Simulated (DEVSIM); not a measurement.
Device: Ni/Si3N4/SiO2/p-Si capacitor, at 400 K.

| layer (left to right) | material | thickness (nm) | Na (cm⁻³) |
|---|---|---|---|
| 1 | Si3N4 | 13.0 | - |
| 2 | SiO2 | 1.20 | - |
| 3 | Si | 4400 | 1.7e16 |

Metal gate on the left, work function 5.1 eV. Fixed charge at the semiconductor interface -2.2e10 cm⁻² (in units of +e); no interface traps.

The device is made up for the run: typed textbook-type constants, with dimensions and the other settings drawn at random. Values at 300 K; Nc and Nv go as T^1.5, mobilities as T to minus their exponent, the gap by Varshni's rule with the affinity fixed.

```
parameter         Si3N4  SiO2        Si
----------------  -----  ----  --------
gap (eV)            5.1     9     1.124
affinity (eV)       2.1   0.9      4.05
permittivity        7.5   3.9      11.7
Nc (cm⁻³)             -     -   2.86e19
Nv (cm⁻³)             -     -    3.1e19
Varshni α (eV/K)      -     -  0.000473
Varshni β (K)         -     -       636
```

Model (solved in DEVSIM): 1D Poisson equation in equilibrium, Boltzmann statistics, complete ionisation; no quantum confinement or tunnelling. Metal contacts follow the ideal Schottky-Mott rule: no Fermi-level pinning, no interface dipoles.

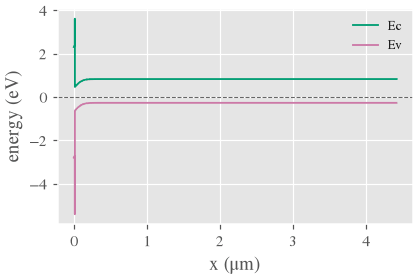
Figure: Band edges at 0.7 V on the gate

Energies count from the Fermi level of the right contact; mesh points crowd at the junctions.

```tsv
x (μm)	Ec (eV)	Ev (eV)	n (cm⁻³)	p (cm⁻³)	field (V/cm)
0.000	2.300	-2.800	< 1e2	< 1e2	70000
0.001585	2.311	-2.789	< 1e2	< 1e2	70000
0.004762	2.333	-2.767	< 1e2	< 1e2	70000
0.009613	2.368	-2.732	< 1e2	< 1e2	70000
0.01260	2.389	-2.711	< 1e2	< 1e2	70000
0.01354	3.599	-5.401	< 1e2	< 1e2	140000
0.01432	0.458	-0.638	7.4e13	4.3e11	42000
0.01724	0.470	-0.626	5.2e13	6.2e11	41000
0.02354	0.496	-0.601	2.5e13	1.3e12	39000
0.03838	0.551	-0.546	5.1e12	6.4e12	35000
0.07630	0.666	-0.430	1.8e11	1.8e14	25000
0.2201	0.817	-0.280	2.3e9	1.4e16	1600
0.5300	0.823	-0.274	1.9e9	1.7e16	≈ 0
1.304	0.823	-0.274	1.9e9	1.7e16	≈ 0
3.259	0.823	-0.274	1.9e9	1.7e16	≈ 0
3.952	0.823	-0.274	1.9e9	1.7e16	≈ 0
4.223	0.823	-0.274	1.9e9	1.7e16	≈ 0
4.338	0.823	-0.274	1.9e9	1.7e16	≈ 0
4.392	0.823	-0.274	1.9e9	1.7e16	≈ 0
4.406	0.823	-0.274	1.9e9	1.7e16	≈ 0
4.412	0.823	-0.274	1.9e9	1.7e16	≈ 0
4.414	0.823	-0.274	1.9e9	1.7e16	≈ 0
```
